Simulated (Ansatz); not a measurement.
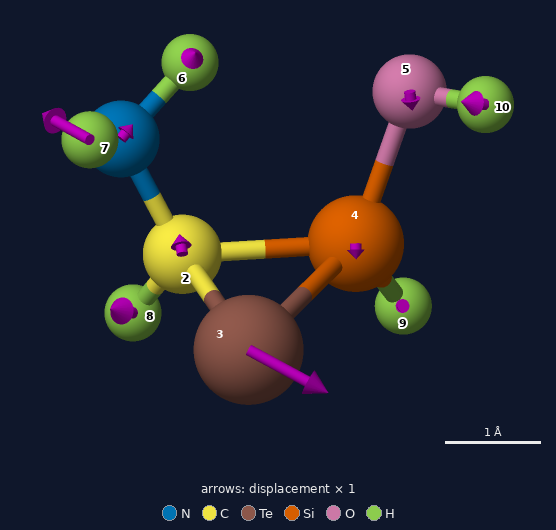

This is a relaxation of CH₅NOSiTe. The starting structure is drawn; purple arrows show the displacements, at their true length. The two geometries are superimposed by the best rigid fit.

The picture is a ball-and-stick view, seen at a tilt.

The run prepares an end point of a later path (inversion) calculation, from a guessed geometry.

The calculation used RKS B3LYP-D4/def2-SVP in Ansatz 0.2.0.

The input:
```yaml
crystal:
  periodic: [false, false, false]
  atoms:
    - { symbol: "N", position_ang: [-0.2569, 0.2352, 1.4819] }
    - { symbol: C, position_ang: [0.2054, -0.6894, 0.5115] }
    - { symbol: Te, position_ang: [2.2244, -0.322, 0.0194] }
    - { symbol: Si, position_ang: [0.129, -0.0901, -1.219] }
    - { symbol: O, position_ang: [-0.5238, 1.505, -1.3149] }
    - { symbol: H, position_ang: [-0.76503, 1.04255, 0.95959] }
    - { symbol: H, position_ang: [0.51112, 0.64268, 2.01397] }
    - { symbol: H, position_ang: [-0.0449, -1.7245, 0.6952] }
    - { symbol: H, position_ang: [-0.4364, -1.0909, -2.123] }
    - { symbol: H, position_ang: [0.0256, 1.9384, -1.9796] }
basis:
  gaussian: { orbitals: def2-SVP }
hamiltonian:
  xc: b3lyp
  dispersion: d4
relax:
  f_tol: 0.015
  max_steps: 40
output:
  orbitals: {}
```

Command:
```bash
ansatz run input.yaml --threads 2 --pin off --max-ram 3072MiB --backend cpu --events-out ev --progress --plain --runs-dir out
```

Question: Describe the change and its energy.

Answer: Te3 moves most after the best rigid fit: 0.96 Å. By element the largest moves are Te 0.96 Å, H 0.89 Å, C 0.24 Å, O 0.22 Å, N 0.20 Å, Si 0.17 Å. Among the contacts that change: C2–Te3 2.110 → 2.979 Å, N1–Te3 2.934 → 3.802 Å, N1–C2 1.418 → 1.323 Å, N1–H6 1.088 → 1.020 Å. Bonds break, among them: C2–Te3 (2.11 → 2.98 Å). Bond angles that change, for instance: C2–Si4–Te3 57.0° → 87.2°, C2–N1–H7 111.9° → 123.1°, H6–N1–H7 107.8° → 117.8°. Over 14 accepted moves (15 points after the start) the energy falls by 30.4 kcal/mol. The largest force component goes from 2.6 to 0.014 eV/Å. The line search rejected the trial step at point 13 of the run.
